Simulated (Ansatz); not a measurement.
Si2H8: nudged elastic band

The run: nudged elastic band of Si2H8, multiplicity 2. Method and program: RKS B3LYP-D4/def2-SVP (Ansatz 0.2.0).

One setting was made poor on purpose. It belongs to a series of runs on one base structure; here: an input spoilt on purpose.

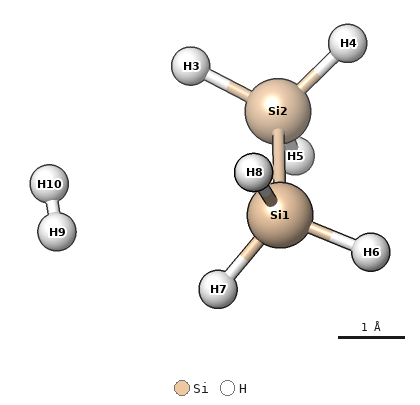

The input geometry (ball-and-stick view, seen at a tilt; atoms are numbered from 1 in the order of the input). Bond lengths as drawn: H–H 0.76 Å, H–Si 1.49 Å and Si–Si 2.35 Å.

**The input**
```yaml
crystal:
  periodic: [false, false, false]
  atoms:
    - { symbol: Si, position_ang: [0.428977, -0.159303, 0.088739] }
    - { symbol: Si, position_ang: [0.324144, -0.121565, 2.438794] }
    - { symbol: H, position_ang: [-0.989032, -0.642984, 2.920624] }
    - { symbol: H, position_ang: [1.410136, -0.972946, 3.010824] }
    - { symbol: H, position_ang: [0.498265, 1.274201, 2.940819] }
    - { symbol: H, position_ang: [1.801245, 0.213492, -0.36875] }
    - { symbol: H, position_ang: [-0.544659, 0.807028, -0.499836] }
    - { symbol: H, position_ang: [0.112449, -1.527447, -0.420007] }
    - { symbol: H, position_ang: [-3.029433, 0.767587, 0.799879] }
    - { symbol: H, position_ang: [-3.144894, 0.361937, 1.432316] }
magnetization:
  spin_polarized: true
  initial_magnetization: 1
basis:
  gaussian: { orbitals: def2-SVP }
hamiltonian:
  xc: b3lyp
  dispersion: d4
neb:
  order_check: false
  images: 7
  f_tol: 0.05
  max_iterations: 8
  final_atoms:
    - { symbol: Si, position_ang: [-0.40314731, 0.20475233, -0.76834759] }
    - { symbol: Si, position_ang: [-0.22310278, -0.2054114, 3.23750265] }
    - { symbol: H, position_ang: [-0.6498272, -0.61555211, 4.6054849] }
    - { symbol: H, position_ang: [0.7910018, -1.16686128, 2.72117311] }
    - { symbol: H, position_ang: [0.36409842, 1.16301246, 3.28596545] }
    - { symbol: H, position_ang: [0.52588462, 0.8448176, 0.20676729] }
    - { symbol: H, position_ang: [0.0475976, 0.51788013, -2.1560941] }
    - { symbol: H, position_ang: [-0.39667495, -1.27113583, -0.56183996] }
    - { symbol: H, position_ang: [-1.78133603, 0.73317167, -0.56139989] }
    - { symbol: H, position_ang: [-1.40729617, -0.20467357, 2.33419015] }
  initial_path:
    images:
      - { positions_ang: [[0.428977, -0.159303, 0.088739], [0.324144, -0.121565, 2.438794], [-0.989032, -0.642984, 2.920624], [1.410136, -0.972946, 3.010824], [0.498265, 1.274201, 2.940819], [1.801245, 0.213492, -0.36875], [-0.544659, 0.807028, -0.499836], [0.112449, -1.527447, -0.420007], [-3.029433, 0.767587, 0.799879], [-3.144894, 0.361937, 1.432316]] }
      - { positions_ang: [[0.32368218, -0.11843508, 0.06705741], [0.24098125, -0.0901713, 2.47208573], [-1.07201094, -0.5872032, 2.95322248], [1.31013006, -0.95922255, 3.02456206], [0.44270825, 1.29311374, 2.97092905], [1.69781802, 0.16566494, -0.39542311], [-0.58157138, 0.90189942, -0.49701844], [-0.08095871, -1.444606, -0.43713415], [-2.68851155, 0.57126941, 0.73651047], [-2.72506918, 0.26769062, 1.4486105]] }
      - { positions_ang: [[0.21838736, -0.07756717, 0.04537583], [0.15781851, -0.05877761, 2.50537746], [-1.15498989, -0.5314224, 2.98582096], [1.21012413, -0.9454991, 3.03830011], [0.3871515, 1.31202648, 3.0010391], [1.59439105, 0.11783789, -0.42209622], [-0.61848377, 0.99677084, -0.49420089], [-0.27436643, -1.361765, -0.4542613], [-2.34759011, 0.37495182, 0.67314194], [-2.30524436, 0.17344425, 1.464905]] }
      - { positions_ang: [[0.11309254, -0.03669925, 0.02369424], [0.07465576, -0.02738391, 2.53866919], [-1.23796883, -0.4756416, 3.01841944], [1.11011819, -0.93177565, 3.05203817], [0.33159476, 1.33093922, 3.03114915], [1.49096407, 0.07001083, -0.44876933], [-0.65539615, 1.09164226, -0.49138333], [-0.46777414, -1.278924, -0.47138844], [-2.00666866, 0.17863423, 0.60977341], [-1.88541954, 0.07919787, 1.4811995]] }
      - { positions_ang: [[0.00779772, 0.00416867, 0.00201265], [-0.00850699, 0.00400979, 2.57196092], [-1.32094777, -0.4198608, 3.05101792], [1.01011225, -0.9180522, 3.06577623], [0.27603801, 1.34985196, 3.0612592], [1.3875371, 0.02218378, -0.47544244], [-0.69230853, 1.18651368, -0.48856577], [-0.66118186, -1.196083, -0.48851559], [-1.66574721, -0.01768336, 0.54640488], [-1.46559472, -0.0150485, 1.497494]] }
      - { positions_ang: [[-0.09493854, 0.05431458, -0.19057741], [-0.06215593, -0.04834551, 2.73834636], [-1.15316763, -0.46878362, 3.43963467], [0.95533464, -0.98025447, 2.97962545], [0.29805311, 1.30314208, 3.11743576], [1.17212398, 0.22784223, -0.30489001], [-0.507332, 1.01935529, -0.90544785], [-0.59505513, -1.21484621, -0.50684668], [-1.69464442, 0.1700304, 0.26945369], [-1.45102008, -0.06245477, 1.70666804]] }
      - { positions_ang: [[-0.1976748, 0.1044605, -0.38316747], [-0.11580488, -0.10070081, 2.90473179], [-0.98538748, -0.51770645, 3.82825141], [0.90055703, -1.04245674, 2.89347467], [0.32006821, 1.25643221, 3.17361232], [0.95671086, 0.43350069, -0.13433758], [-0.32235547, 0.85219691, -1.32232994], [-0.5289284, -1.23360942, -0.52517778], [-1.72354162, 0.35774415, -0.0074975], [-1.43644544, -0.10986104, 1.91584208]] }
      - { positions_ang: [[-0.30041105, 0.15460641, -0.57575753], [-0.16945383, -0.1530561, 3.07111722], [-0.81760734, -0.56662928, 4.21686816], [0.84577941, -1.10465901, 2.80732389], [0.34208331, 1.20972233, 3.22978888], [0.74129774, 0.63915915, 0.03621486], [-0.13737893, 0.68503852, -1.73921202], [-0.46280168, -1.25237262, -0.54350887], [-1.75243883, 0.54545791, -0.2844487], [-1.4218708, -0.1572673, 2.12501611]] }
      - { positions_ang: [[-0.40314731, 0.20475233, -0.76834759], [-0.22310278, -0.2054114, 3.23750265], [-0.6498272, -0.61555211, 4.6054849], [0.7910018, -1.16686128, 2.72117311], [0.36409842, 1.16301246, 3.28596545], [0.52588462, 0.8448176, 0.20676729], [0.0475976, 0.51788013, -2.1560941], [-0.39667495, -1.27113583, -0.56183996], [-1.78133603, 0.73317167, -0.56139989], [-1.40729617, -0.20467357, 2.33419015]] }
```

Command:
```bash
ansatz run input.yaml --threads 1 --pin off --max-ram 2048MiB --backend cpu --events-out ev --progress --plain --runs-dir out
```

**Log**
```
Error: a molecule whose nuclei and cores have a total charge of 36 cannot have a net charge of 0 together with 1 unpaired electrons
```

**What the run reported**

| quantity | value |
| --- | --- |
| outcome | refused by the program |
| hardware | 1 thread of Intel Xeon (Granite Rapids), 32 GiB of memory available, shared host |

**Diagnosis**

The program refused the input: “a molecule whose nuclei and cores have a total charge of 36 cannot have a net charge of 0 together with 1 unpaired electrons” A deliberately poor setting: bad input.
